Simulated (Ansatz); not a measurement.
Consider CH$_{7}$NSSi$_{3}$.

Input file:

```
crystal:
  periodic: [false, false, false]
  atoms:
    - {symbol: C, position_ang: [-1.968565, 0.235676, 1.717108]}
    - {symbol: N, position_ang: [-3.015707, 0.669513, 1.974982]}
    - {symbol: S, position_ang: [1.278549, 0.760915, 2.053031]}
    - {symbol: Si, position_ang: [-0.305271, -0.480778, 1.263891]}
    - {symbol: Si, position_ang: [-0.204045, -0.554337, -1.080548]}
    - {symbol: Si, position_ang: [-0.135478, -2.574252, 2.315435]}
    - {symbol: H, position_ang: [-1.373337, -1.298075, -1.629540]}
    - {symbol: H, position_ang: [1.061186, -1.240585, -1.468313]}
    - {symbol: H, position_ang: [-0.196179, 0.841992, -1.604245]}
    - {symbol: H, position_ang: [-1.269737, -3.425519, 1.858110]}
    - {symbol: H, position_ang: [-0.183812, -2.401827, 3.793886]}
    - {symbol: H, position_ang: [1.157680, -3.197772, 1.914884]}
    - {symbol: H, position_ang: [1.086306, 1.778476, 1.180239]}
basis:
  gaussian:
    orbitals: def2-SVPD
hamiltonian:
  xc: {name: PBE0}
output: {forces: true, orbitals: {seedname: orbitals}}
```

Command:

```sh
ansatz run input.yaml --threads 2 --pin off --max-ram 5220MiB --events-out events.jsonl --progress --plain --runs-dir runs
```

Geometry: B3LYP-D3(BJ)/def2-SVP.

Computed with Ansatz 0.2.0, isolated molecule in a Gaussian basis; Kohn-Sham density functional theory, functional PBE0.

> Predict the electron density and electron localisation function between the atoms.

C–N (1.16 Å): ρ at the midpoint is about 3.5 e/Å³; the ELF peaks at about 0.85 between the atoms: a multiple bond.
C–Si (1.87 Å): ρ at the midpoint is about 0.89 e/Å³; the ELF peaks at about 1 between the atoms: localised, covalent bonding.
Si–Si (2.35 Å): ρ at the midpoint is about 0.63 e/Å³; the ELF peaks at about 1 between the atoms; a covalent bond.
Si–H (1.49 Å): ρ is about 0.75 e/Å³ halfway; the ELF climbs to about 1 towards the hydrogen, as it does in any bond to H.

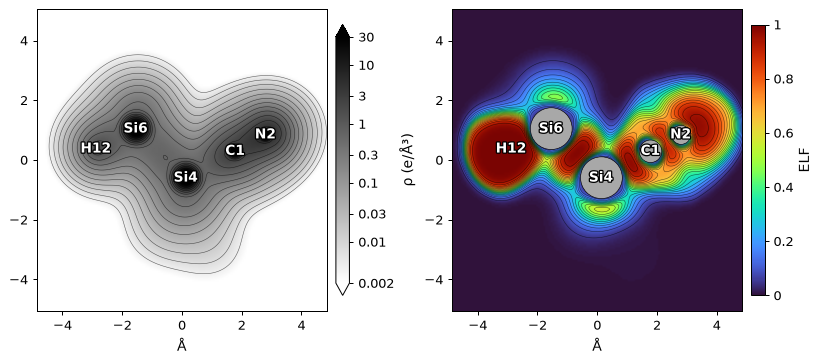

Computed electron density and electron localisation function on the plane of atoms C1, Si4 and Si6, in this order. Grey discs cover the atomic cores in the ELF map. 
